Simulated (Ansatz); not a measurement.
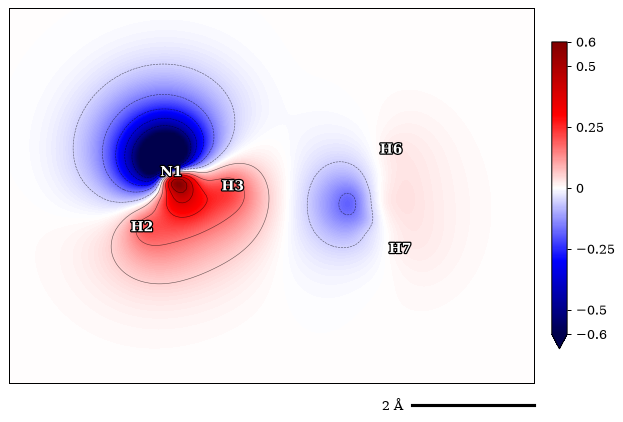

Figure 1: H₆N₂. The HOMO on the plane of atoms H2, N1 and H3 (values in Å⁻³ᐟ²; the overall sign is arbitrary).

At this geometry the atoms fall into two loosely joined parts.

All numbers below come from Ansatz, UKS B3LYP-D4/def2-SVP.

Input

```
crystal:
  periodic: [false, false, false]
  atoms:
    - { symbol: "N", position_ang: [-0.1192, 0.1341, -1.9832] }
    - { symbol: H, position_ang: [0.4917, 0.8087, -1.5389] }
    - { symbol: H, position_ang: [-0.9164, 0.0188, -1.3692] }
    - { symbol: H, position_ang: [0.3748, -0.7502, -2.0067] }
    - { symbol: "N", position_ang: [-0.0448, 0.0846, 1.4992] }
    - { symbol: H, position_ang: [-0.4465, -0.8449, 1.5435] }
    - { symbol: H, position_ang: [0.9632, -0.0166, 1.5027] }
    - { symbol: H, position_ang: [-0.3027, 0.5654, 2.3526] }
magnetization:
  spin_polarized: true
basis:
  gaussian: { orbitals: def2-SVP }
hamiltonian:
  xc: b3lyp
  dispersion: d4
relax:
  f_tol: 0.02
  max_steps: 40
output:
  orbitals: {}
```

Run with:

```sh
ansatz run input.yaml --threads 1 --pin off --max-ram 2048MiB --backend cpu --events-out ev --progress --plain --runs-dir out
```

The fields are those of the relaxed geometry.

### Where does this orbital lie, and at what energy?

By Hirshfeld shares it lies mainly on N1 (about 80 %); largely a lone pair of N1. Its energy is −6.07 eV.
